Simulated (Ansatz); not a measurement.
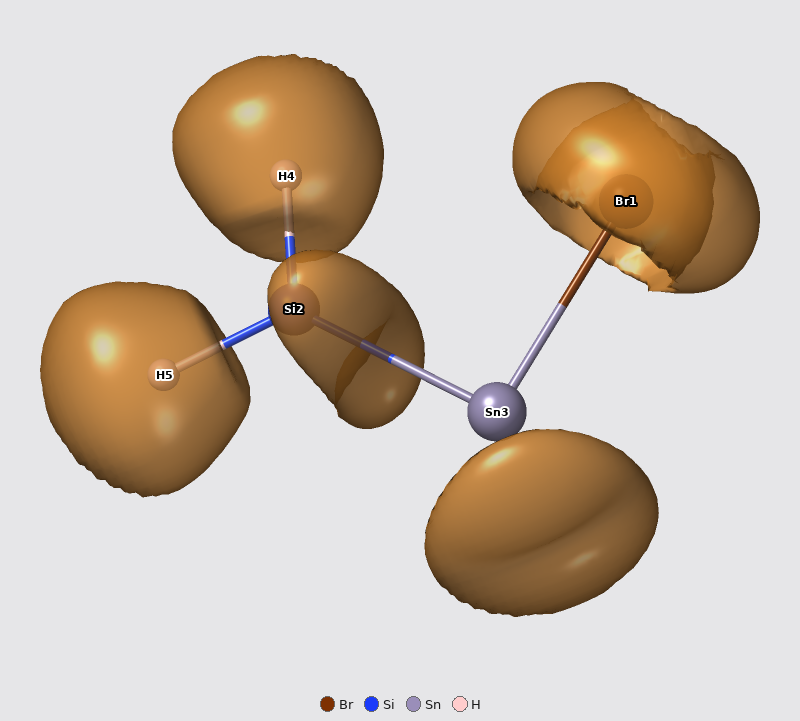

BrH2SiSn (doublet). Isosurface of the electron localisation function at 0.8 (orange), seen at a tilt. Only the valence region is drawn (cores and ρ < 0.01 e/Å³ removed).

Geometry: PBE-D3(BJ)/def2-SVP; core potentials replace the inner electrons of Sn.

The calculation used isolated molecule in a Gaussian basis; Kohn-Sham density functional theory, functional PBE0 in Ansatz.

Input file:

```
crystal:
  periodic: [false, false, false]
  atoms:
    - {symbol: Br, position_ang: [0.194387, -1.193481, 0.005035]}
    - {symbol: Si, position_ang: [-3.422003, -0.608035, 0.244731]}
    - {symbol: Sn, position_ang: [-1.844207, -1.801134, -1.465494]}
    - {symbol: H, position_ang: [-2.996753, 0.083407, 1.518131]}
    - {symbol: H, position_ang: [-4.927768, -0.492537, 0.124648]}
basis:
  gaussian:
    orbitals: def2-TZVPD
magnetization:
  spin_polarized: true
  initial_magnetization: 1
hamiltonian:
  xc: {name: PBE0}
output:
  forces: true
  orbitals: {seedname: orbitals}
```

Run with:

```sh
ansatz run input.yaml --threads 1 --pin off --max-ram 2610MiB --events-out events.jsonl --progress --plain --runs-dir runs
```

Where are the electrons localised?

Answer. The ELF exceeds this value in two regions around hydrogen nuclei, one lobe of the valence shell of Si pointing towards Sn (polar bonds), one ring or bowl of non-bonding electrons around Br and one lobe on Sn, pointing away from the bonds (non-bonding electrons).

Values along the shortest contacts:
Sn–Br (2.59 Å): the ELF peaks at about 0.75 in the valence shell of Br, 1.0 Å from its nucleus, and drops to about 0.15 between the two atoms. Si–Sn (2.61 Å): the ELF peaks at about 0.90 between the atoms (localised, covalent bonding).
